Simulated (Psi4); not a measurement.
# DSD-PBEP86/6-31G(d) (density fitting for correlation, spherical functions) run of C2H4Cl2 (1,2-dichloroethane)

Aim: the vertical ionisation energy of C2H4Cl2 (1,2-dichloroethane) at DSD-PBEP86/6-31G* (density fitting for correlation, spherical functions), from 2 runs. 

The calculation is run with Psi4 1.11.

**1. Starting point**

C2H4Cl2: 8 atoms, total charge 0, spin state singlet. As SMILES, `ClCCCl`. The coordinates come from a PBE0-D4/def2-TZVP relaxation. This is one conformer, not always the lowest.

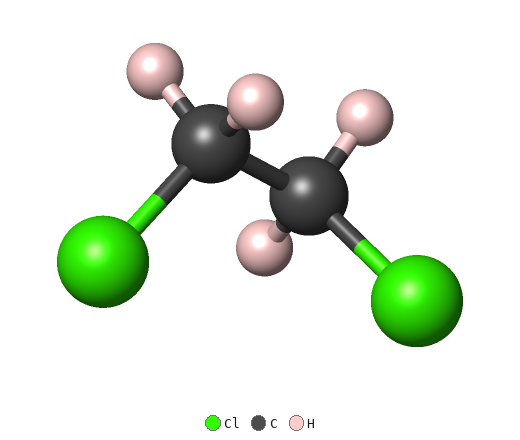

The structure, seen from a chosen angle (chlorine green, carbon dark grey, hydrogen pink).

**2. The energy at DSD-PBEP86/6-31G(d) (density fitting for correlation, spherical functions)**

File input.json:

```json
{
 "schema_name": "qcschema_input",
 "schema_version": 1,
 "molecule": {
  "schema_name": "qcschema_molecule",
  "schema_version": 2,
  "symbols": ["Cl", "C", "C", "Cl", "H", "H", "H", "H"],
  "geometry": [-3.86171203, 0.27724172, -0.88675398, -0.87479202, 1.06219616, 0.4270781, 1.18599212, -0.70214664, -0.41997273, 0.81700419, -3.80010696, 0.81709868, -0.42739936, 2.97760366, -0.19260089, -1.0777864, 1.04142807, 2.47504989, 3.00375747, 0.00336371, 0.25152255, 1.23493602, -0.85959862, -2.47145941],
  "molecular_charge": 0,
  "molecular_multiplicity": 1,
  "fix_symmetry": "c1",
  "fix_com": true,
  "fix_orientation": true
 },
 "driver": "energy",
 "model": {
  "method": "dsd-pbep86",
  "basis": "6-31G*"
 },
 "keywords": {
  "reference": "rks",
  "puream": true,
  "e_convergence": 1e-09,
  "d_convergence": 1e-08,
  "scf_type": "pk",
  "dft_radial_points": 99,
  "dft_spherical_points": 590,
  "num_frozen_docc": 12
 }
}
```

Started as:

```console
$ psi4 --qcschema input.json -n 1 --memory 1600MB
```

stdout:

```text
[...]
  Running in c1 symmetry.
[...]
  Nuclear repulsion =  203.328104690903473
[...]
  Multiplicity = 1
[...]
  Nalpha       = 25
  Nbeta        = 25
[...]
    Number of basis functions: 72
[...]
   @RKS iter   1:  -997.78980444088324   -2.73174e-01   3.08236e-03 DIIS/ADIIS
[...]
   @RKS iter  10:  -997.82391442346477   -1.13687e-12   3.46982e-09 DIIS
[...]
    Orbital Energies [Eh]
    ---------------------
    Doubly Occupied:
       1A   -103.661706     2A   -103.661692     3A    -10.939183
       4A    -10.938685     5A    -10.175716     6A    -10.175696
       7A     -7.742221     8A     -7.742216     9A     -7.736486
      10A     -7.736483    11A     -7.736355    12A     -7.736347
      13A     -1.088349    14A     -1.029016    15A     -0.904409
      16A     -0.774933    17A     -0.617732    18A     -0.605576
      19A     -0.554516    20A     -0.505828    21A     -0.493558
      22A     -0.410389    23A     -0.403643    24A     -0.394935
      25A     -0.392346
[...]
  @RKS Final Energy:  -997.82391442346477
   => Energetics <=
    Nuclear Repulsion Energy =            203.3281046909034728
    One-Electron Energy =               -1780.1133045153410421
    Two-Electron Energy =                 598.5064923405332138
    DFT Exchange-Correlation Energy =     -19.5452069395604155
    Empirical Dispersion Energy =           0.0000000000000000
    VV10 Nonlocal Energy =                  0.0000000000000000
    Total Energy =                       -997.8239144234647711
[...]
 Multipole Moments:
 ------------------------------------------------------------------------------------
     Multipole            Electronic (a.u.)      Nuclear  (a.u.)        Total (a.u.)
 ------------------------------------------------------------------------------------
 L = 1.  Multiply by 2.5417464519 to convert [e a0] to [Debye]
 Dipole X            :         47.9423638          -47.1593250            0.7830388
 Dipole Y            :         55.4716079          -54.5656151            0.9059928
 Dipole Z            :          1.0969114           -1.0789957            0.0179156
 Magnitude           :                                                    1.1976200
[...]
```

The result, in JSON:

```text
{
 "driver": "energy",
 "model": {
  "method": "dsd-pbep86",
  "basis": "6-31G*"
 },
 "success": true,
 "return_result": -998.0959682943893,
 "properties": {
  "calcinfo_nbasis": 72,
  "calcinfo_nmo": 72,
  "calcinfo_nalpha": 25,
  "calcinfo_nbeta": 25,
  "calcinfo_natom": 8,
  "nuclear_repulsion_energy": 203.32810469090347,
  "return_energy": -998.0959682943893,
  "scf_one_electron_energy": -1780.113304515341,
  "scf_two_electron_energy": 598.5064923405332,
  "scf_xc_energy": -19.545206939560416,
  "scf_dipole_moment": [0.78303881862157, 0.9059927760922335, 0.017915612885655463],
  "scf_total_energy": -997.8239144234648,
  "scf_iterations": 10
 }
}
```

Run time: 16 s. Hardware: 1 thread of AMD EPYC 7R43 (Zen 3), shared host; peak memory 1 GiB.

**3. The doublet cation at the same level**

File input.dat:

```
memory 1.6 GB

molecule mol {
  1 2
  Cl
  C 1 R2
  C 2 R3 1 A3
  Cl 3 R4 2 A4 1 D4
  H 2 R5 3 A5 4 D5
  H 2 R6 5 A6 3 D6
  H 3 R7 2 A7 6 D7
  H 3 R8 7 A8 2 D8

  R2 = 1.776018
  R3 = 1.503947
  A3 = 112.548
  R4 = 1.776007
  A4 = 112.54822
  D4 = -68.22011
  R5 = 1.091305
  A5 = 109.25227
  D5 = 173.05022
  R6 = 1.089106
  A6 = 109.25501
  D6 = 121.86857
  R7 = 1.091302
  A7 = 109.25143
  D7 = -66.35996
  R8 = 1.089101
  A8 = 109.25513
  D8 = 121.86765
  symmetry c1
}

set {
  basis 6-31G*
  reference uks
  puream true
  e_convergence 1e-09
  d_convergence 1e-08
  scf_type pk
  dft_radial_points 99
  dft_spherical_points 590
  num_frozen_docc 12
  maxiter 100
}

e_tot, wfn = energy('dsd-pbep86', return_wfn=True)
```

Started as:

```console
$ psi4 input.dat output.dat -n 1
```

output.dat:

```text
[...]
  Running in c1 symmetry.
[...]
  Nuclear repulsion =  203.328099364512894
[...]
  Multiplicity = 2
[...]
  Nalpha       = 25
  Nbeta        = 24
[...]
    Number of basis functions: 72
[...]
   @UKS iter   1:  -997.38294555638765    1.33685e-01   2.94036e-03 DIIS/ADIIS
[...]
   @UKS iter  22:  -997.41826432458549   -6.82121e-12   5.76379e-09 DIIS
[...]
   @S^2 Observed:                7.613047296E-01
[...]
    Orbital Energies [Eh]
    ---------------------
    Alpha Occupied:
       1A   -103.948953     2A   -103.948937     3A    -11.157541
       4A    -11.157039     5A    -10.459943     6A    -10.459922
       7A     -8.031393     8A     -8.031382     9A     -8.023180
      10A     -8.023172    11A     -8.017562    12A     -8.017554
      13A     -1.343506    14A     -1.301064    15A     -1.147277
      16A     -1.001083    17A     -0.844937    18A     -0.835801
      19A     -0.783405    20A     -0.750981    21A     -0.735809
      22A     -0.678741    23A     -0.672605    24A     -0.663016
      25A     -0.643605
    Alpha Virtual:
[...]
  @UKS Final Energy:  -997.41826432458549
   => Energetics <=
    Nuclear Repulsion Energy =            203.3280993645128945
    One-Electron Energy =               -1767.4159891834888185
    Two-Electron Energy =                 586.1053573522065108
    DFT Exchange-Correlation Energy =     -19.4357318578160196
    Empirical Dispersion Energy =           0.0000000000000000
    VV10 Nonlocal Energy =                  0.0000000000000000
    Total Energy =                       -997.4182643245854933
[...]
 Multipole Moments:
 ------------------------------------------------------------------------------------
     Multipole            Electronic (a.u.)      Nuclear  (a.u.)        Total (a.u.)
 ------------------------------------------------------------------------------------
 L = 1.  Multiply by 2.5417464519 to convert [e a0] to [Debye]
 Dipole X            :         -2.6781254            3.3170206            0.6388953
 Dipole Y            :         -1.5162776            1.8779656            0.3616880
 Dipole Z            :         -3.6517476            4.5230210            0.8712735
 Magnitude           :                                                    1.1393519
[...]
```

Wall time 42 s (1 thread of AMD EPYC 7R43 (Zen 3), shared host); peak memory 1 GiB.

**4. Outcome**

Level: DSD-PBEP86/6-31G* (density fitting for correlation, spherical functions), 12 core orbitals frozen.

| quantity | value |
| --- | --- |
| singlet C2H4Cl2: total energy | -998.09597 Eh |
| singlet C2H4Cl2: HOMO energy (SCF part's orbitals) | -10.68 eV |
| singlet C2H4Cl2: LUMO energy (SCF part's orbitals) | 3.17 eV |
| singlet C2H4Cl2: HOMO–LUMO gap (SCF part's orbitals) | 13.85 eV |
| doublet cation: total energy | -997.69403 Eh |
| doublet cation: HOMO energy (SCF part's orbitals) (highest over α and β) | -14.99 eV |
| doublet cation: LUMO energy (SCF part's orbitals) (lowest over α and β) | -11.40 eV |
| doublet cation: ⟨S²⟩ | 0.761 |
| vertical ionisation energy (to the doublet cation) | 10.937 eV |

In words: The vertical ionisation energy comes to 10.94 eV (1055 kJ/mol). −ε(HOMO) before ionisation, 10.68 eV, is 0.26 eV below this ionisation energy.
